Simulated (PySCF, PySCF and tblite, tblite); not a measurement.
**C₈H₁₂O₂: conformers and averaged spectra, part 1 of 2**

Aim: find the conformers of C₈H₁₂O₂ (`CC(=O)OC1=CCCCC1`), weigh them, and average their properties.

Computed with tblite 0.8.0 (tight binding) and PySCF 2.14.0 (DFT, with response routines of our own); each step states its level. Atoms count from 0 throughout.

### 1 The molecule as given

22 atoms, charge 0, multiplicity 1; geometry from: MMFF94s geometry.

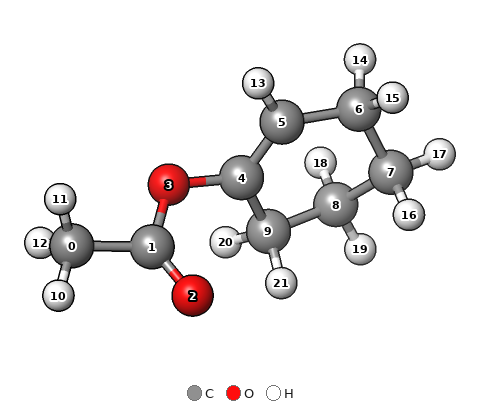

The starting geometry (carbon grey, oxygen red, hydrogen white), atoms numbered.

### 2 GFN2-xTB relaxation, conformer 1

Job settings and geometry (Å):

```
{"job": {"xc": "GFN2-xTB", "basis": "xTB", "kind": "relax"}, "charge": 0, "multiplicity": 1}
C      3.810500     0.099800    -0.557200
C      2.319000     0.171300    -0.813200
O      1.833400     0.283000    -1.911000
O      1.665600     0.086100     0.389200
C      0.258600     0.095600     0.331100
C     -0.428300     1.071100     0.940200
C     -1.921500     1.137000     0.966700
C     -2.584200     0.134200     0.032200
C     -1.873600    -1.223900     0.059700
C     -0.413100    -1.075600    -0.343600
H      4.328800     0.153900    -1.513400
H      4.107800     0.945900     0.063400
H      4.051100    -0.841600    -0.060800
H      0.118600     1.859200     1.459900
H     -2.256300     0.954400     2.000900
H     -2.253800     2.147000     0.720400
H     -2.574500     0.526400    -0.993300
H     -3.644700     0.002100     0.305600
H     -1.943300    -1.642000     1.074600
H     -2.373700    -1.923300    -0.609700
H      0.118500    -1.994300    -0.095100
H     -0.355300    -0.946800    -1.433900
```

On the command line:

```console
OMP_NUM_THREADS=1 python ens_run.py task.json out
```

This one command runs the whole study; its stages follow in the order run.

Log:

```text
step      E/eV     max force
  0    -854.14607    1.463
  1    -854.19734    0.699
  2    -854.21231    0.419
  3    -854.21791    0.189
  4    -854.22275    0.209
  5    -854.22566    0.252
  6    -854.22783    0.114
  7    -854.22920    0.071
  8    -854.23043    0.067
  9    -854.23144    0.078
 10    -854.23280    0.077
 11    -854.23422    0.079
 12    -854.23585    0.094
 13    -854.23723    0.076
 14    -854.23818    0.049
 15    -854.23883    0.050
 16    -854.23942    0.053
 17    -854.23998    0.063
 18    -854.24046    0.048
 19    -854.24088    0.044
 20    -854.24128    0.043
 21    -854.24166    0.048
 22    -854.24194    0.036
 23    -854.24194    0.036
 24    -854.24205    0.031
 25    -854.24227    0.042
 26    -854.24238    0.043
 27    -854.24252    0.033
 28    -854.24264    0.044
 29    -854.24271    0.038
 30    -854.24280    0.040
 31    -854.24293    0.027
 32    -854.24300    0.026
 33    -854.24310    0.023
 34    -854.24318    0.032
 35    -854.24327    0.031
 36    -854.24332    0.021
 37    -854.24337    0.016
 38    -854.24341    0.018
 39    -854.24347    0.024
 40    -854.24352    0.023
 41    -854.24357    0.023
 42    -854.24363    0.024
 43    -854.24369    0.020
 44    -854.24377    0.030
 45    -854.24386    0.039
 46    -854.24397    0.038
 47    -854.24407    0.025
 48    -854.24414    0.017
 49    -854.24419    0.017
 50    -854.24424    0.017
 51    -854.24429    0.018
 52    -854.24435    0.020
 53    -854.24442    0.020
 54    -854.24448    0.023
 55    -854.24455    0.024
 56    -854.24462    0.018
 57    -854.24469    0.021
 58    -854.24476    0.022
 59    -854.24483    0.025
 60    -854.24491    0.026
 61    -854.24498    0.020
 62    -854.24504    0.017
 63    -854.24509    0.015
 64    -854.24515    0.019
 65    -854.24522    0.017
 66    -854.24528    0.018
 67    -854.24532    0.020
 68    -854.24537    0.014
 69    -854.24541    0.031
 70    -854.24546    0.014
 71    -854.24550    0.018
 72    -854.24552    0.018
 73    -854.24555    0.013
 74    -854.24557    0.008
 75    -854.24558    0.010
 76    -854.24559    0.013
 77    -854.24560    0.012
 78    -854.24562    0.007
 79    -854.24563    0.008
 80    -854.24564    0.009
 81    -854.24565    0.011
 82    -854.24566    0.011
 83    -854.24568    0.009
 84    -854.24570    0.009
 85    -854.24571    0.009
 86    -854.24573    0.010
 87    -854.24575    0.010
 88    -854.24577    0.010
 89    -854.24579    0.015
 90    -854.24582    0.018
 91    -854.24586    0.019
 92    -854.24590    0.015
 93    -854.24594    0.012
 94    -854.24597    0.012
 95    -854.24600    0.014
 96    -854.24603    0.015
 97    -854.24607    0.010
 98    -854.24608    0.012
 99    -854.24609    0.015
100    -854.24610    0.006
101    -854.24611    0.006
102    -854.24611    0.006
103    -854.24612    0.009
104    -854.24613    0.011
105    -854.24615    0.010
106    -854.24617    0.007
107    -854.24618    0.007
108    -854.24619    0.008
109    -854.24620    0.005
110    -854.24620    0.004
111    -854.24621    0.004
112    -854.24621    0.004
113    -854.24621    0.005
114    -854.24622    0.005
115    -854.24622    0.005
116    -854.24623    0.004
117    -854.24623    0.005
118    -854.24623    0.006
119    -854.24624    0.004
120    -854.24624    0.005
121    -854.24625    0.005
122    -854.24625    0.005
123    -854.24626    0.006
124    -854.24626    0.005
125    -854.24626    0.004
126    -854.24626    0.004
```

Run time: 0.95 s. Hardware: 1 thread of Arm Neoverse V1, shared host.

The energy fell by 0.100 eV, and the atoms moved 0.11 Å (root mean square).

**GFN2-xTB relaxation, conformer 2**

Job settings and geometry (Å):

```
{"job": {"xc": "GFN2-xTB", "basis": "xTB", "kind": "relax"}, "charge": 0, "multiplicity": 1}
C      3.832100     0.120900    -0.004300
C      2.380900     0.211900    -0.432100
O      2.025400     0.631500    -1.505100
O      1.594300    -0.257400     0.587900
C      0.217600    -0.238500     0.321500
C     -0.438200    -1.372800     0.018600
C     -1.907800    -1.419100    -0.249800
C     -2.635700    -0.140300     0.175700
C     -1.850200     1.100300    -0.216900
C     -0.466000     1.101200     0.421700
H      4.088600    -0.918500     0.195100
H      4.455100     0.494400    -0.809800
H      3.982900     0.743300     0.892800
H      0.118100    -2.309600    -0.041000
H     -2.061900    -1.592500    -1.315400
H     -2.349000    -2.273200     0.298300
H     -2.795100    -0.147200     1.261400
H     -3.637100    -0.129000    -0.289600
H     -1.761400     1.150700    -1.304700
H     -2.394900     2.004200     0.097500
H      0.136800     1.891000    -0.053500
H     -0.544700     1.367900     1.480500
```

Log:

```text
step      E/eV     max force
  0    -854.11341    1.415
  1    -854.16976    0.997
  2    -854.19202    0.351
  3    -854.19980    0.234
  4    -854.20623    0.322
  5    -854.20870    0.294
  6    -854.21048    0.075
  7    -854.21149    0.069
  8    -854.21225    0.076
  9    -854.21307    0.060
 10    -854.21375    0.064
 11    -854.21458    0.064
 12    -854.21581    0.107
 13    -854.21752    0.132
 14    -854.21926    0.095
 15    -854.22051    0.065
 16    -854.22133    0.058
 17    -854.22205    0.067
 18    -854.22273    0.064
 19    -854.22331    0.053
 20    -854.22374    0.036
 21    -854.22374    0.036
 22    -854.22390    0.032
 23    -854.22410    0.068
 24    -854.22416    0.037
 25    -854.22423    0.038
 26    -854.22443    0.028
 27    -854.22451    0.032
 28    -854.22466    0.030
 29    -854.22476    0.032
 30    -854.22484    0.025
 31    -854.22489    0.016
 32    -854.22492    0.013
 33    -854.22496    0.014
 34    -854.22500    0.019
 35    -854.22506    0.024
 36    -854.22513    0.022
 37    -854.22518    0.017
 38    -854.22524    0.017
 39    -854.22531    0.024
 40    -854.22540    0.030
 41    -854.22549    0.026
 42    -854.22559    0.024
 43    -854.22570    0.028
 44    -854.22581    0.033
 45    -854.22593    0.027
 46    -854.22604    0.026
 47    -854.22615    0.031
 48    -854.22627    0.030
 49    -854.22640    0.029
 50    -854.22650    0.021
 51    -854.22658    0.023
 52    -854.22665    0.026
 53    -854.22674    0.023
 54    -854.22682    0.023
 55    -854.22689    0.020
 56    -854.22696    0.018
 57    -854.22702    0.021
 58    -854.22710    0.026
 59    -854.22719    0.027
 60    -854.22729    0.030
 61    -854.22743    0.029
 62    -854.22757    0.028
 63    -854.22769    0.026
 64    -854.22778    0.026
 65    -854.22786    0.024
 66    -854.22794    0.020
 67    -854.22802    0.022
 68    -854.22809    0.022
 69    -854.22815    0.019
 70    -854.22820    0.017
 71    -854.22826    0.016
 72    -854.22831    0.022
 73    -854.22837    0.028
 74    -854.22843    0.022
 75    -854.22849    0.017
 76    -854.22856    0.021
 77    -854.22862    0.021
 78    -854.22867    0.022
 79    -854.22870    0.013
 80    -854.22872    0.011
 81    -854.22874    0.014
 82    -854.22876    0.014
 83    -854.22878    0.009
 84    -854.22880    0.014
 85    -854.22882    0.015
 86    -854.22885    0.016
 87    -854.22888    0.014
 88    -854.22890    0.012
 89    -854.22893    0.017
 90    -854.22896    0.014
 91    -854.22900    0.016
 92    -854.22903    0.013
 93    -854.22906    0.014
 94    -854.22908    0.017
 95    -854.22912    0.014
 96    -854.22915    0.012
 97    -854.22918    0.012
 98    -854.22920    0.012
 99    -854.22922    0.010
100    -854.22923    0.012
101    -854.22925    0.011
102    -854.22927    0.014
103    -854.22929    0.015
104    -854.22931    0.011
105    -854.22935    0.012
106    -854.22939    0.013
107    -854.22943    0.017
108    -854.22949    0.020
109    -854.22953    0.012
110    -854.22956    0.011
111    -854.22957    0.010
112    -854.22958    0.007
113    -854.22959    0.010
114    -854.22961    0.010
115    -854.22963    0.007
116    -854.22964    0.008
117    -854.22966    0.007
118    -854.22967    0.009
119    -854.22968    0.011
120    -854.22969    0.008
121    -854.22971    0.008
122    -854.22972    0.008
123    -854.22973    0.007
124    -854.22974    0.006
125    -854.22974    0.002
```

It took 0.91 s on 1 thread of Arm Neoverse V1, shared host.

The energy fell by 0.116 eV, and the atoms moved 0.15 Å (root mean square).

### 3 Shieldings, conformer 1: B97-2/6-31G*

Job settings and geometry (Å):

```
{"job": {"xc": "B97-2", "basis": "6-31G*", "kind": "nmr", "pop": true}, "charge": 0, "multiplicity": 1}
C      3.799336     0.097100    -0.533730
C      2.321785     0.070715    -0.831774
O      1.840992    -0.040001    -1.927152
O      1.622085     0.193356     0.304476
C      0.221730     0.143612     0.284542
C     -0.448505     1.095037     0.918408
C     -1.940910     1.111610     1.018472
C     -2.580319     0.140841     0.029436
C     -1.855169    -1.199368     0.076931
C     -0.417574    -1.023374    -0.403885
H      4.356016     0.183707    -1.461487
H      4.027936     0.928656     0.127078
H      4.075181    -0.825820    -0.027972
H      0.088951     1.894662     1.406772
H     -2.226047     0.843986     2.041670
H     -2.303345     2.127023     0.841367
H     -2.508178     0.550109    -0.979674
H     -3.637368     0.011212     0.267733
H     -1.856201    -1.573275     1.102850
H     -2.364607    -1.931537    -0.551335
H      0.170753    -1.923476    -0.205466
H     -0.396953    -0.855391    -1.484513
```

Log:

```text
coarse grid: 18304 points
cycle   1  E = -462.2624211426  dE =  1.560e+00  |g| = 9.501e-01  |ddm| = 4.380e+00
cycle   2  E = -461.8883190613  dE =  3.741e-01  |g| = 1.676e+00  |ddm| = 2.058e+00
cycle   3  E = -462.4277291093  dE = -5.394e-01  |g| = 3.289e-01  |ddm| = 1.504e+00
cycle   4  E = -462.4493405889  dE = -2.161e-02  |g| = 8.229e-02  |ddm| = 3.217e-01
cycle   5  E = -462.4504210440  dE = -1.080e-03  |g| = 2.874e-02  |ddm| = 6.898e-02
cycle   6  E = -462.4506000997  dE = -1.791e-04  |g| = 6.042e-03  |ddm| = 2.604e-02
cycle   7  E = -462.4506074953  dE = -7.396e-06  |g| = 2.243e-03  |ddm| = 7.605e-03
final grid: 176544 points
cycle   8  E = -462.3618908776  dE = -5.171e-05  |g| = 8.527e-03  |ddm| = 3.250e-02
cycle   9  E = -462.3618648581  dE =  2.602e-05  |g| = 1.405e-02  |ddm| = 1.911e-02
cycle  10  E = -462.3619063661  dE = -4.151e-05  |g| = 1.310e-03  |ddm| = 1.189e-02
cycle  11  E = -462.3619067249  dE = -3.588e-07  |g| = 3.070e-04  |ddm| = 1.230e-03
cycle  12  E = -462.3619067375  dE = -1.254e-08  |g| = 1.743e-04  |ddm| = 3.614e-04
cycle  13  E = -462.3619067433  dE = -5.852e-09  |g| = 4.736e-05  |ddm| = 1.728e-04
cycle  14  E = -462.3619067438  dE = -4.766e-10  |g| = 1.546e-05  |ddm| = 5.482e-05
converged SCF energy = -462.3619067438

GIAO shielding tensors (ppm)
atom      isotropic    diamagn.    paramagn.     s11        s22        s33       span
  0 C      173.532     252.034     -78.502    152.513    168.028    200.056     47.543
  1 C       39.252     243.191    -203.940    -52.513     82.324     87.944    140.456
  2 O      -67.363     402.226    -469.589   -328.796   -164.481    291.188    619.984
  3 O      102.408     402.348    -299.940    -22.759    142.278    187.704    210.463
  4 C       51.818     250.073    -198.255    -37.436     85.564    107.326    144.762
  5 C       89.091     257.256    -168.164      7.500     94.972    164.801    157.301
  6 C      169.324     245.393     -76.069    163.119    170.283    174.570     11.451
  7 C      171.517     244.636     -73.119    167.050    173.461    174.041      6.992
  8 C      170.187     244.836     -74.649    166.940    169.864    173.758      6.818
  9 C      165.733     250.366     -84.632    158.068    167.361    171.770     13.702
 10 H       30.871      27.155       3.716     26.997     29.566     36.049      9.052
 11 H       30.542      29.208       1.334     26.631     30.380     34.616      7.984
 12 H       30.439      28.840       1.599     27.229     29.640     34.449      7.220
 13 H       27.224      32.459      -5.234     24.532     27.400     29.741      5.209
 14 H       30.242      29.825       0.417     26.258     28.353     36.116      9.858
 15 H       30.377      29.578       0.799     25.838     28.585     36.707     10.868
 16 H       30.857      30.659       0.198     27.295     29.043     36.234      8.939
 17 H       30.808      29.637       1.171     26.154     29.044     37.226     11.072
 18 H       30.879      31.100      -0.220     27.026     29.366     36.246      9.220
 19 H       30.670      30.244       0.426     25.886     29.151     36.974     11.087
 20 H       30.624      32.552      -1.928     25.605     30.893     35.374      9.769
 21 H       29.048      32.601      -3.552     23.782     29.263     34.100     10.318
```

Run time: 38 s. Hardware: 1 thread of Arm Neoverse V1, shared host; peak memory 0.86 GiB.

This run: HOMO -6.34 eV, LUMO 0.31 eV; dipole 1.65 D.

Orbitals, density, ELF and potential are computed afterwards from the orbital file.

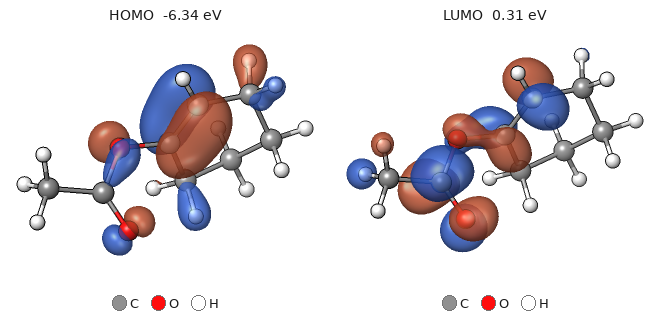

Frontier orbitals at B97-2/6-31G*; each surface holds 70 % of the orbital's density, blue and red mark the sign.

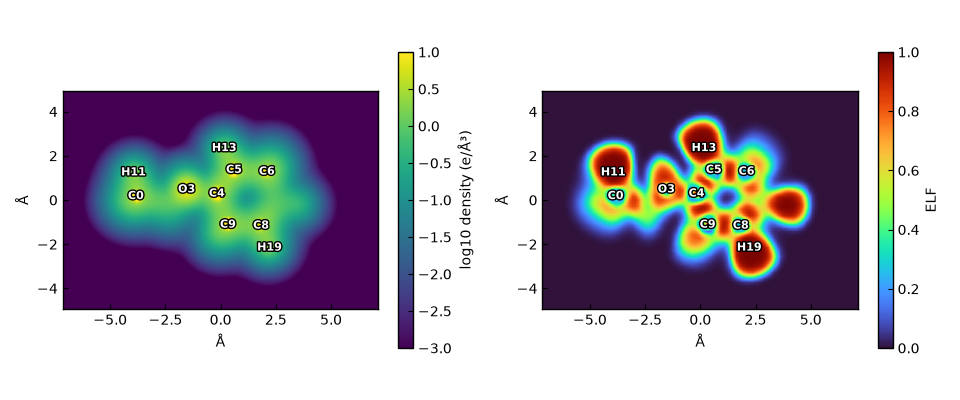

Density (left) and ELF (right) in a plane through or near 10 of the atoms.

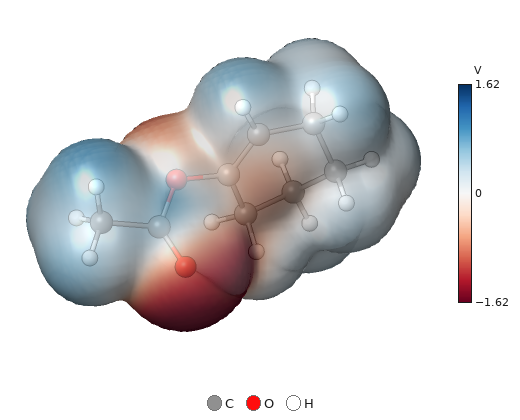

The potential that a unit positive charge feels on the 0.002 e/bohr³ surface, from the 1st to the 99th percentile, from -1.62 V near O2 to 0.86 V near H12.

### 4 Single-point energy, conformer 1: B3LYP/def2-SVP

The job, as its differences from that of step 3:

```diff
@@ -1,2 +1,2 @@
-{"job": {"xc": "B97-2", "basis": "6-31G*", "kind": "nmr", "pop": true}, "charge": 0, "multiplicity": 1}
+{"job": {"xc": "B3LYP", "basis": "def2-SVP", "kind": "sp"}, "charge": 0, "multiplicity": 1}
 C      3.799336     0.097100    -0.533730
```

Log:

```text
coarse grid: 18304 points
cycle   1  E = -461.8862655385  dE =  1.493e+00  |g| = 9.912e-01  |ddm| = 5.055e+00
cycle   2  E = -461.4253871066  dE =  4.609e-01  |g| = 1.825e+00  |ddm| = 2.709e+00
cycle   3  E = -462.0626573604  dE = -6.373e-01  |g| = 3.631e-01  |ddm| = 2.022e+00
cycle   4  E = -462.0885225119  dE = -2.587e-02  |g| = 9.493e-02  |ddm| = 3.897e-01
cycle   5  E = -462.0899135805  dE = -1.391e-03  |g| = 3.335e-02  |ddm| = 8.471e-02
cycle   6  E = -462.0901567772  dE = -2.432e-04  |g| = 7.280e-03  |ddm| = 3.292e-02
cycle   7  E = -462.0901674643  dE = -1.069e-05  |g| = 2.564e-03  |ddm| = 1.068e-02
cycle   8  E = -462.0901688992  dE = -1.435e-06  |g| = 8.053e-04  |ddm| = 3.593e-03
final grid: 176544 points
cycle   9  E = -462.1904859195  dE = -5.962e-05  |g| = 7.163e-03  |ddm| = 3.996e-02
cycle  10  E = -462.1904734850  dE =  1.243e-05  |g| = 1.042e-02  |ddm| = 1.713e-02
cycle  11  E = -462.1904981936  dE = -2.471e-05  |g| = 1.651e-03  |ddm| = 1.064e-02
cycle  12  E = -462.1904986973  dE = -5.037e-07  |g| = 3.858e-04  |ddm| = 1.643e-03
cycle  13  E = -462.1904987212  dE = -2.387e-08  |g| = 1.717e-04  |ddm| = 5.074e-04
cycle  14  E = -462.1904987266  dE = -5.421e-09  |g| = 3.556e-05  |ddm| = 1.558e-04
cycle  15  E = -462.1904987269  dE = -2.436e-10  |g| = 9.109e-06  |ddm| = 4.837e-05
converged SCF energy = -462.1904987269
```

Wall time 17 s (1 thread of Arm Neoverse V1, shared host); peak memory 0.68 GiB.

Key values: HOMO -6.53 eV, LUMO -0.04 eV; dipole 1.62 D.

### 5 Shieldings, conformer 2: B97-2/6-31G*

Job settings and geometry (Å):

```
{"job": {"xc": "B97-2", "basis": "6-31G*", "kind": "nmr", "pop": false}, "charge": 0, "multiplicity": 1}
C      3.834837     0.129480     0.075454
C      2.416708     0.301554    -0.405025
O      2.087756     0.920536    -1.380644
O      1.569343    -0.334863     0.415258
C      0.186837    -0.264574     0.179506
C     -0.477772    -1.383103    -0.066546
C     -1.963859    -1.424604    -0.233505
C     -2.618361    -0.146026     0.282640
C     -1.866864     1.069272    -0.248979
C     -0.444489     1.088885     0.303938
H      4.022647    -0.915335     0.306369
H      4.522762     0.480814    -0.687125
H      3.972366     0.710189     0.985245
H      0.057103    -2.317462    -0.156070
H     -2.193669    -1.557917    -1.295697
H     -2.362952    -2.295253     0.292510
H     -2.589702    -0.138354     1.374077
H     -3.663883    -0.112070    -0.028293
H     -1.828539     1.020060    -1.338394
H     -2.381409     1.990003     0.030546
H      0.160240     1.819605    -0.236813
H     -0.449509     1.378548     1.360435
```

Log:

```text
coarse grid: 18304 points
cycle   1  E = -462.2610480469  dE =  1.555e+00  |g| = 9.527e-01  |ddm| = 4.374e+00
cycle   2  E = -461.8829298358  dE =  3.781e-01  |g| = 1.684e+00  |ddm| = 2.057e+00
cycle   3  E = -462.4271551300  dE = -5.442e-01  |g| = 3.303e-01  |ddm| = 1.505e+00
cycle   4  E = -462.4489480447  dE = -2.179e-02  |g| = 8.345e-02  |ddm| = 3.197e-01
cycle   5  E = -462.4500593794  dE = -1.111e-03  |g| = 2.918e-02  |ddm| = 6.938e-02
cycle   6  E = -462.4502428095  dE = -1.834e-04  |g| = 6.424e-03  |ddm| = 2.637e-02
cycle   7  E = -462.4502511990  dE = -8.390e-06  |g| = 2.486e-03  |ddm| = 8.093e-03
final grid: 176544 points
cycle   8  E = -462.3619958205  dE = -6.108e-05  |g| = 8.556e-03  |ddm| = 3.833e-02
cycle   9  E = -462.3619695959  dE =  2.622e-05  |g| = 1.402e-02  |ddm| = 1.878e-02
cycle  10  E = -462.3620118138  dE = -4.222e-05  |g| = 1.189e-03  |ddm| = 1.178e-02
cycle  11  E = -462.3620121199  dE = -3.061e-07  |g| = 3.381e-04  |ddm| = 1.219e-03
cycle  12  E = -462.3620121404  dE = -2.044e-08  |g| = 1.449e-04  |ddm| = 3.826e-04
cycle  13  E = -462.3620121438  dE = -3.419e-09  |g| = 5.780e-05  |ddm| = 1.486e-04
cycle  14  E = -462.3620121445  dE = -6.720e-10  |g| = 1.795e-05  |ddm| = 6.170e-05
converged SCF energy = -462.3620121445

GIAO shielding tensors (ppm)
atom      isotropic    diamagn.    paramagn.     s11        s22        s33       span
  0 C      173.496     251.986     -78.490    152.376    167.998    200.115     47.739
  1 C       38.230     243.345    -205.114    -52.960     80.227     87.423    140.383
  2 O      -65.646     402.129    -467.775   -328.628   -164.016    295.707    624.335
  3 O      107.341     402.512    -295.171    -14.627    143.553    193.096    207.724
  4 C       51.199     250.261    -199.061    -38.267     87.284    104.581    142.848
  5 C       86.635     257.198    -170.563      2.611     92.923    164.371    161.760
  6 C      168.997     245.590     -76.593    162.882    169.764    174.346     11.464
  7 C      171.515     244.273     -72.758    166.822    172.995    174.730      7.908
  8 C      170.714     244.822     -74.108    167.879    168.473    175.790      7.912
  9 C      168.104     250.671     -82.567    161.217    167.937    175.159     13.942
 10 H       30.527      29.198       1.329     26.615     30.350     34.616      8.001
 11 H       30.859      27.162       3.697     27.009     29.542     36.027      9.018
 12 H       30.424      28.845       1.579     27.228     29.633     34.412      7.183
 13 H       27.163      32.520      -5.357     24.592     27.166     29.731      5.139
 14 H       30.170      30.126       0.044     26.485     28.165     35.860      9.375
 15 H       30.418      29.452       0.966     25.757     28.670     36.827     11.069
 16 H       30.979      30.368       0.611     27.328     29.118     36.491      9.163
 17 H       30.802      29.494       1.309     26.221     29.006     37.179     10.957
 18 H       30.639      31.323      -0.684     26.690     29.385     35.842      9.151
 19 H       30.702      30.278       0.425     25.799     29.210     37.098     11.299
 20 H       29.623      32.707      -3.084     24.442     29.384     35.043     10.600
 21 H       30.466      32.184      -1.717     26.317     29.451     35.632      9.315
```

Run time: 26 s. Hardware: 1 thread of Arm Neoverse V1, shared host; peak memory 0.81 GiB.

In short: HOMO -6.43 eV, LUMO 0.39 eV; dipole 1.67 D.

(Continued in part 2 of 2.)
